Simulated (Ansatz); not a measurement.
## Profile along the Sc–Co line in ScCo (CsCl type)

ScCo (CsCl type), conventional cell a = b = c = 3.0716 Å, α = β = γ = 90.00°. The calculation uses the primitive cell of 2 atoms, to which meshes and values per cell refer.

Fields along a shortest Sc–Co line of a {110} plane (2.66 Å), from Sc to Co, interpolated on the slice's grid (step about 0.1 Å). The numbers are results of PBEsol (plane waves to 420 eV, PAW, scalar-relativistic; Ansatz, a quantum-chemistry and plane-wave program), not measurements. k mesh 15×15×15. Inside the PAW spheres the values are not all-electron values, and peaks at nuclei hang on which shells count as valence. ScCo is run without spin polarisation. ScCo was relaxed with its symmetry unable to fall.

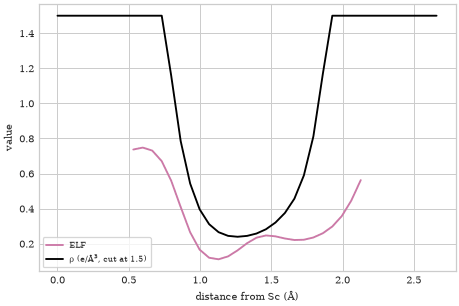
Figure: ELF (away from the nuclei) and valence density from Sc to Co.

Density on the Sc–Co line (2.66 Å) at its density minimum, 1.3 Å from Sc: 0.24 e/Å³. ELF at that point: 0.2.
